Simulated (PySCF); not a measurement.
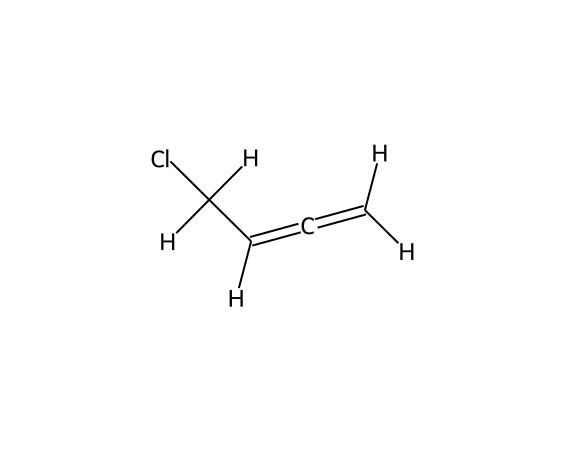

A structural formula.

**Write the SMILES.**

C=C=CCCl

**Give the formula, hydrogens included.**

C4H5Cl.

**An optimisation with PBE0-D3(BJ)/def2-SVP gave a structure of which point group?**

C1. Other conformers may differ.

More results for the same structure follow; atom numbers are the same in all pictures, views and colours differ. The geometry was computed by an optimisation with PBE0-D3(BJ)/def2-SVP. No frequency run is at hand to confirm it as a minimum.

### Geometry

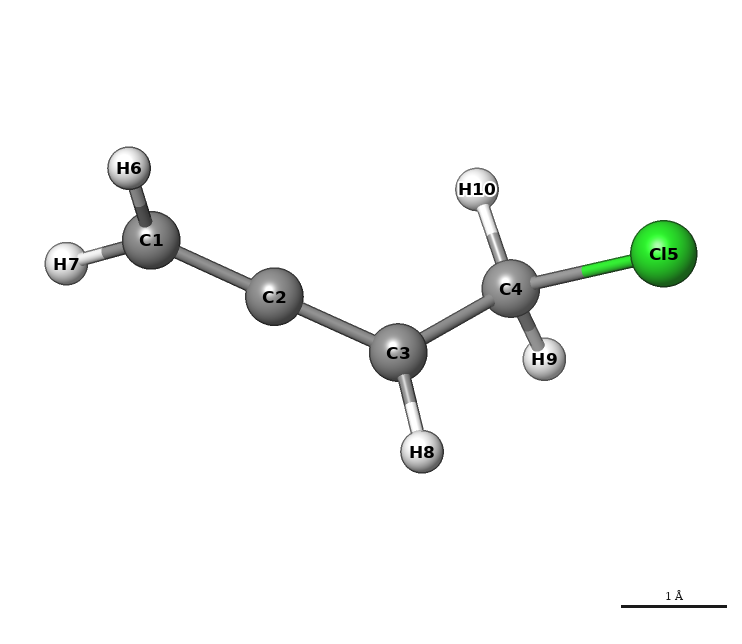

The atoms are numbered. No frequency run is at hand to confirm it as a minimum.

**Describe the coordination of atom 2.**

C2 has 2 neighbours (C1 at 1.31, C3 at 1.31 Å); the arrangement is linear.

**How are the neighbours of atom 1 arranged?**

C1 has 3 neighbours (C2 at 1.31, H6 at 1.10, H7 at 1.10 Å); the arrangement is trigonal planar.

**Describe the coordination of atom 3.**

C3 has 3 neighbours (C2 at 1.31, C4 at 1.49, H8 at 1.10 Å); the arrangement is trigonal planar.

**How are the neighbours of atom 4 arranged?**

C4 has 4 neighbours (C3 at 1.49, Cl5 at 1.80, H9 at 1.10, H10 at 1.10 Å); the arrangement is tetrahedral.

**What is the dihedral angle C2–C3–C4–Cl5?**

121° in size, that is anticlinal.

### NMR shielding

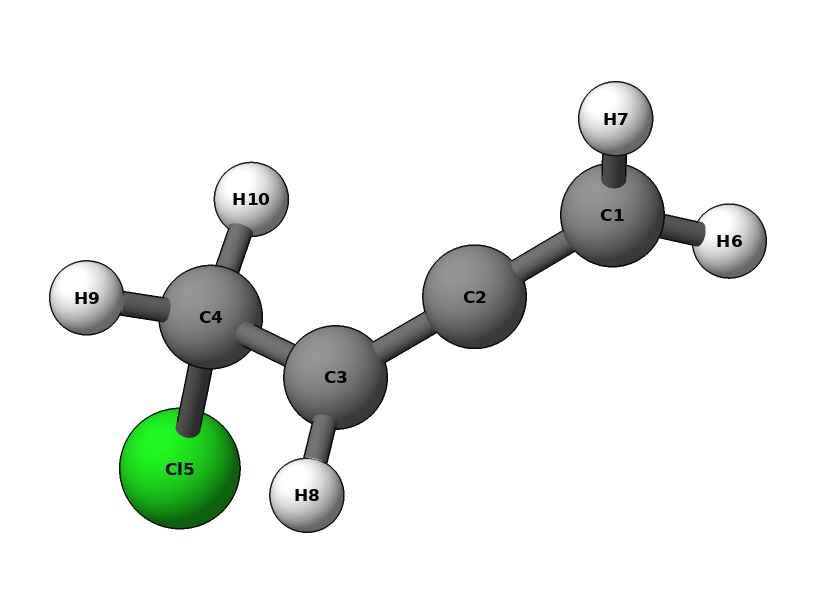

No frequency run is at hand to confirm it as a minimum. Method: GIAO PBE0/pcSseg-1 NMR shielding, non-relativistic, gas phase (PySCF 2.14.0). Principal shieldings σ11 ≤ σ22 ≤ σ33, span Ω = σ33 − σ11, skew κ = 3(σiso − σ22)/Ω.

Give the shielding tensors of the Cl atoms.

```csv
atom,σ11,σ22,σ33,σiso,Ω,κ
Cl5,628.6,748.8,1090.2,822.5,461.6,0.48
```

Shieldings and span in ppm.

### Polarisability

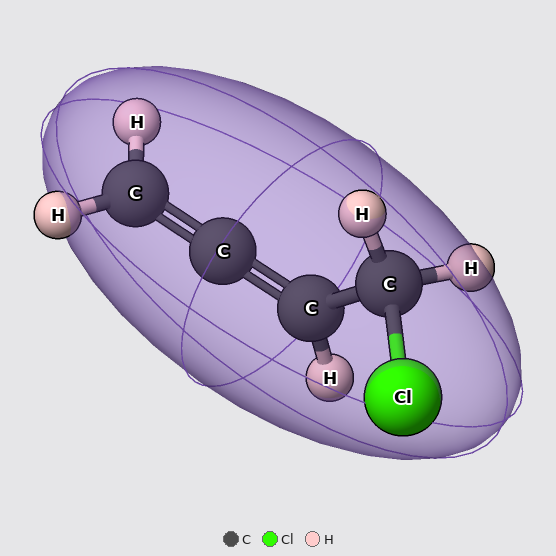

The ellipsoid shows the static dipole polarisability: its half-axes are proportional to the principal values. No frequency run is at hand to confirm it as a minimum. Method: PBE0/def2-SVPD (PySCF 2.14.0).

**How large and how anisotropic is the polarisability?**

Principal values 49.8, 52.3, 102.8 bohr³; mean 68.3 bohr³ (10.12 Å³); anisotropy 51.8 bohr³, so the longest axis is 2.06 times the shortest.

### Charges

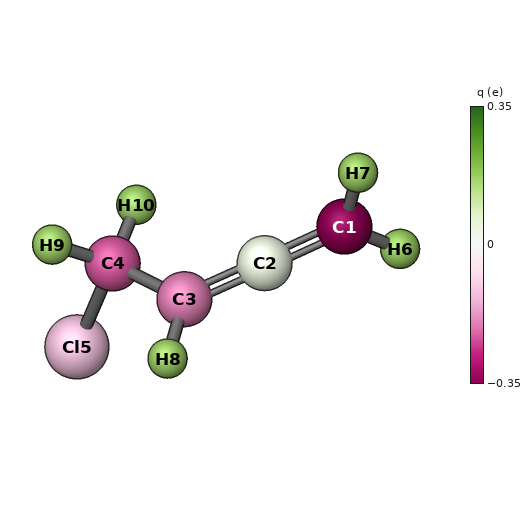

Atoms are coloured by their IAO charges. No frequency run is at hand to confirm it as a minimum. Level of theory: PBE0/pcSseg-1, gas phase (PySCF 2.14.0).

**Which atom carries the highest charge (most positive or least negative)?**

H6, H7, H8, H9, H10 (0.17 e).

**And the lowest?**

C1 (−0.35 e).

List the IAO charges.

```json
{"atom": "C1", "value (e)": "−0.35"}
{"atom": "C2", "value (e)": "0.04"}
{"atom": "C3", "value (e)": "−0.20"}
{"atom": "C4", "value (e)": "−0.23"}
{"atom": "Cl5", "value (e)": "−0.12"}
{"atom": "H6", "value (e)": "0.17"}
{"atom": "H7", "value (e)": "0.17"}
{"atom": "H8", "value (e)": "0.17"}
{"atom": "H9", "value (e)": "0.17"}
{"atom": "H10", "value (e)": "0.17"}
```

### Core levels

No frequency run is at hand to confirm it as a minimum. Properties computed with delta-SCF UKS SCAN, pcX-2 on the ionised atom, pcseg-1 elsewhere, spin-free X2C (PySCF 2.14.0).

Give the core-electron binding energies (to vacuum; p and d levels without spin–orbit splitting) of C1 1s, C2 1s, C3 1s, C4 1s, Cl5 1s, Cl5 2p.

```csv
atom,level,binding energy (eV)
C1,1s,290.8
C2,1s,290.8
C3,1s,291.0
C4,1s,292.5
Cl5,1s,2828.3
Cl5,2p,206.2
```
